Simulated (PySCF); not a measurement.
**C$_{6}$H$_{10}$FP (SMILES C/C=C/P1CC(F)C1): density, localisation and related maps**

```yaml
atoms:
  - { symbol: C, position_ang: [2.8519, 0.6950, 0.7414] }
  - { symbol: C, position_ang: [1.4253, 0.3414, 0.9887] }
  - { symbol: C, position_ang: [0.7895, -0.6692, 0.4100] }
  - { symbol: P, position_ang: [-0.9264, -1.1618, 0.7769] }
  - { symbol: C, position_ang: [-1.5067, -1.3275, -1.0064] }
  - { symbol: C, position_ang: [-1.6762, 0.1854, -1.1045] }
  - { symbol: F, position_ang: [-2.7714, 0.5863, -1.8404] }
  - { symbol: C, position_ang: [-1.7890, 0.4675, 0.3902] }
  - { symbol: H, position_ang: [3.3078, 0.0108, 0.0299] }
  - { symbol: H, position_ang: [3.4114, 0.6580, 1.6759] }
  - { symbol: H, position_ang: [2.9277, 1.7114, 0.3542] }
  - { symbol: H, position_ang: [0.9004, 0.9834, 1.6855] }
  - { symbol: H, position_ang: [1.3237, -1.3422, -0.2522] }
  - { symbol: H, position_ang: [-2.4745, -1.8279, -1.0449] }
  - { symbol: H, position_ang: [-0.8292, -1.7906, -1.7212] }
  - { symbol: H, position_ang: [-0.8090, 0.6762, -1.5585] }
  - { symbol: H, position_ang: [-1.3346, 1.3877, 0.7502] }
  - { symbol: H, position_ang: [-2.8294, 0.4223, 0.7134] }
```

Geometry: GFN2-xTB.

The calculation used PBE0/pcSseg-1, SCF density, gas phase, non-relativistic (PySCF).

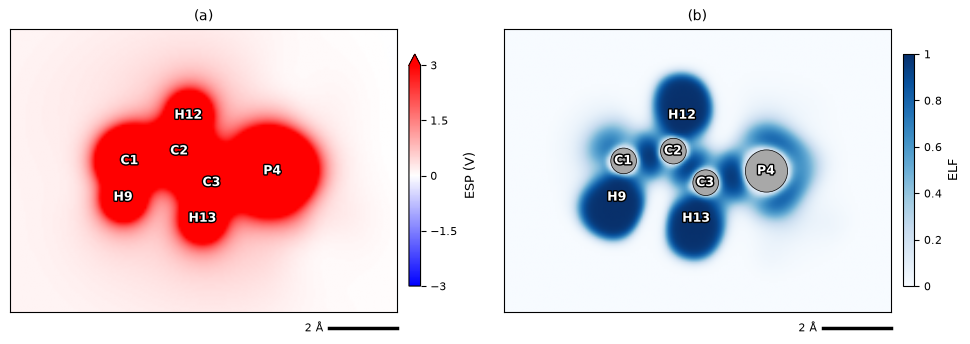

Figure 1. (a) molecular electrostatic potential; (b) electron localisation function on the plane of atoms C3, C2 and H12. Grey discs cover the atomic cores in the ELF map.

Describe what can be read from this map.

- The section cuts through C, P and H sites.
- C–C (1.33 Å): the ELF peaks at about 0.90 between the atoms; a multiple bond.
- C–P (1.82 Å): the ELF peaks at about 0.95 between the atoms; a shared electron pair.
- C–H (1.08 Å): the ELF climbs to about 1 towards the hydrogen, as it does in any bond to H; an ordinary covalent bond to hydrogen.
- C–C (1.49 Å): the ELF peaks at about 0.95 between the atoms: localised, covalent bonding.
- The potential has no marked negative region in this plane.

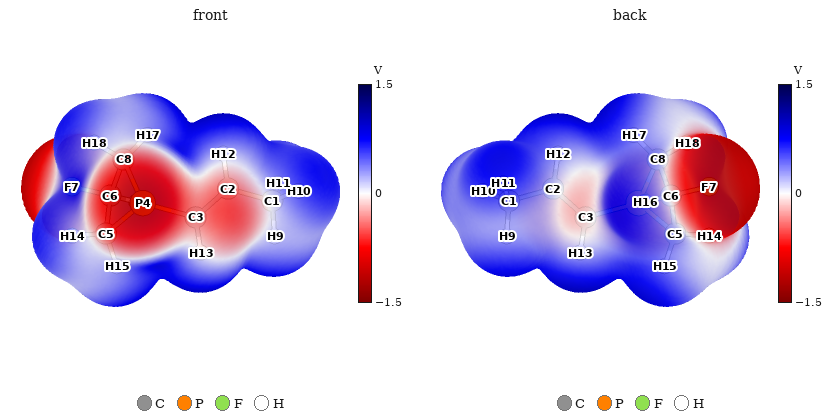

Figure 2. The electrostatic potential painted on the density surface at 0.002 e/bohr³, seen from the front and from behind; the colour scale runs from red (negative) to blue (positive).

Which sites attract a positive test charge, and which a negative one?

A positive charge is drawn to the negative regions and a negative charge to the positive ones. The most negative region (about −1.1 V) lies over F7, the most positive (about +1.0 V) over H12 and H13.

How polar is the molecule by this calculation?

Its dipole moment is 2.10 D.
